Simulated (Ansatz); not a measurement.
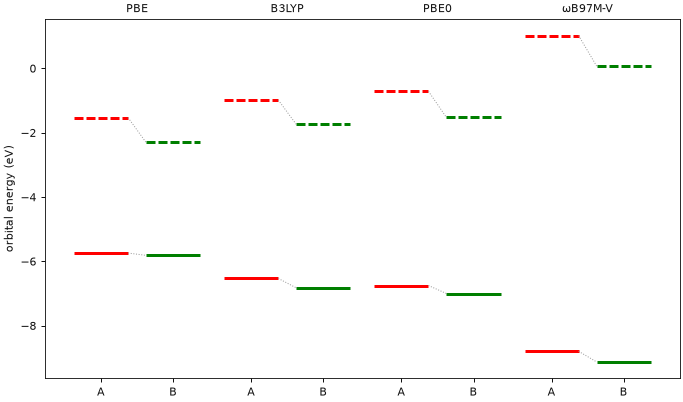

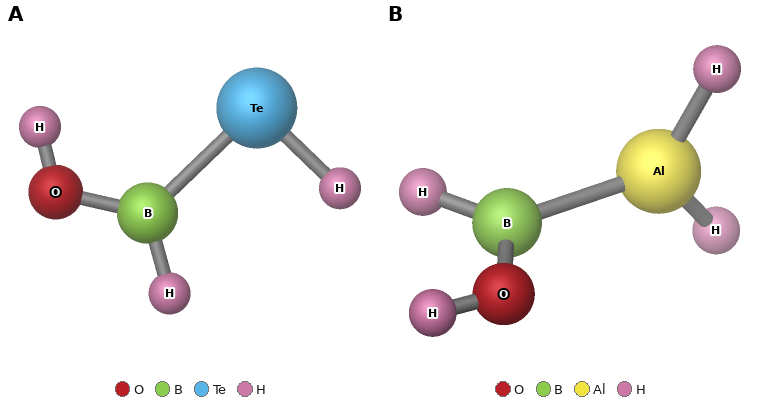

One change: A, BH₃TeO (SMILES OB[TeH]), becomes B, AlBH₄O (SMILES O[BH][AlH2]). TeH on B is replaced by AlH₂. HOMO (solid) and LUMO (dashed) computed in def2-TZVPP at PBE0-D4/def2-TZVP geometries, both minima by their frequencies, gas phase, the Ansatz code. Empty levels above zero depend strongly on the basis.

Q: What does the change do to HOMO and LUMO?

A: PBE: the HOMO falls by 0.07 eV, the LUMO falls by 0.77 eV, and the separation goes from 4.21 to 3.51 eV. B3LYP: the HOMO falls by 0.29 eV, the LUMO falls by 0.76 eV, and the separation goes from 5.55 to 5.08 eV. PBE0: the HOMO falls by 0.25 eV, the LUMO falls by 0.81 eV, and the separation goes from 6.04 to 5.47 eV. ωB97M-V: the HOMO falls by 0.33 eV, the LUMO falls by 0.95 eV, and the separation goes from 9.82 to 9.20 eV.

Q: Do the functionals agree on the effect?

A: They agree on the direction for both levels; the HOMO shift lies between −0.33 and −0.07 eV and the LUMO shift between −0.95 and −0.76 eV, while the separations themselves differ by up to 5.7 eV between functionals.

Known limits of this run: core potentials past krypton; spin-orbit coupling is left out, and with Te it can shift these values.
